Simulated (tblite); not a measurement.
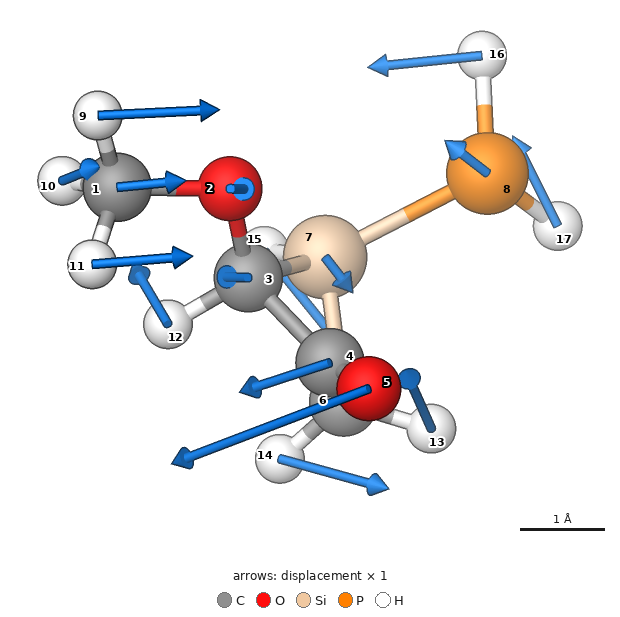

A relaxation of C₄H₉O₂PSi. The starting structure is drawn; blue arrows show the displacements, at their true length. The two geometries are superimposed by the best rigid fit.

Style: ball-and-stick. Shown from a free direction.

Theory: GFN2-xTB geometry optimisation, gas phase in tblite 0.8.0. 

Atoms of which element are displaced furthest, and by how much?

Answer. Oxygen: up to 2.99 Å, against 1.75 Å for hydrogen.

Describe the change and its energy.

Answer. The atom that moves furthest after the best rigid fit is O5 (2.99 Å). Largest moves by element: O 2.99 Å, H 1.75 Å, C 1.36 Å, P 0.74 Å, Si 0.58 Å. Some distances before and after: C3–Si7 1.816 → 1.931 Å, P8–H16 1.462 → 1.385 Å, P8–H17 1.449 → 1.391 Å, C6–Si7 1.879 → 1.923 Å. Among the angles between lasting bonds that change: O2–C3–Si7 119.7° → 98.9°, Si7–P8–H16 113.1° → 95.1°, C3–Si7–P8 118.6° → 100.8°. Groups turn about C4–C6 by about 70°, O2–C3 by about 60°, C3–Si7 by about 55°. After 181 geometry steps the energy has fallen by 41.8 kcal/mol. Cost: 1.6 s on 1 thread of Arm Neoverse V1, on a shared host.
